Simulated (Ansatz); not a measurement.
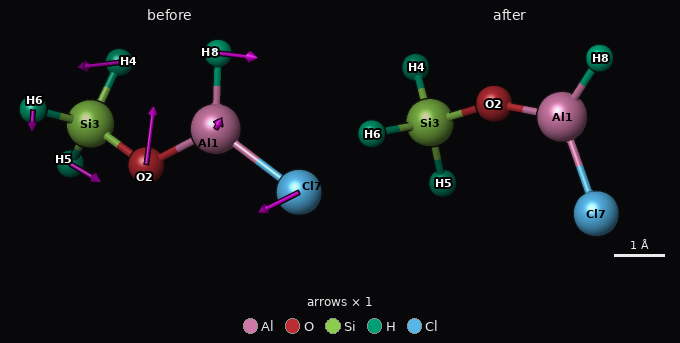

The structure of AlSiH4OCl before (left) and after (right) a relaxation, at one scale. The purple arrows give the displacements, at their true length.

Style: ball-and-stick. Shown at a tilt.

The run prepares the start of a later molecular dynamics calculation, from a guessed geometry.

Theory: Ansatz, RKS r2SCAN-D4/def2-mTZVP.

Input file:
```yaml
crystal:
  periodic: [false, false, false]
  atoms:
    - { symbol: Al, position_ang: [0.0, 0.0, 0.0] }
    - { symbol: O, position_ang: [0.0, 0.0, 1.78] }
    - { symbol: Si, position_ang: [-1.3147, -0.4067, 2.7436] }
    - { symbol: H, position_ang: [-2.239, -1.2403, 1.9804] }
    - { symbol: H, position_ang: [-0.8506, -1.1432, 3.9157] }
    - { symbol: H, position_ang: [-1.9987, 0.8095, 3.1733] }
    - { symbol: Cl, position_ang: [1.9312, 0.0, -1.115] }
    - { symbol: H, position_ang: [-1.351, 0.0, -0.78] }
basis:
  gaussian: { orbitals: def2-mTZVP }
hamiltonian:
  xc: r2scan
  dispersion: d4
relax:
  f_tol: 0.02
  max_steps: 40
```

Run as
```bash
ansatz run input.yaml --threads 4 --pin off --max-ram 5120MiB --backend cpu --events-out ev --progress --plain --runs-dir out
```

Question: Describe what moved and what it gained.

Answer: The energy falls by 8.65 kcal/mol in 18 accepted moves (20 points after the start). The largest force component goes from 1.7 to 0.012 eV/Å. The line search rejected the trial steps at points 8, 18 of the run. The forces were under the threshold at step 7, but the run went on from there. O2 moves most after the best rigid fit: 1.26 Å. By element the largest moves are O 1.26 Å, Cl 1.04 Å, H 1.02 Å, Al 0.29 Å, Si 0.05 Å. Among the contacts that change: Al1–Cl7 2.230 → 2.097 Å, Al1–O2 1.780 → 1.679 Å, O2–Si3 1.680 → 1.642 Å, Si3–H4 1.460 → 1.486 Å. Bond angles that change, for instance: Al1–O2–Si3 125.0° → 157.2°. Groups turn about O2–Si3 by about 170°, Al1–O2 by about 165°.
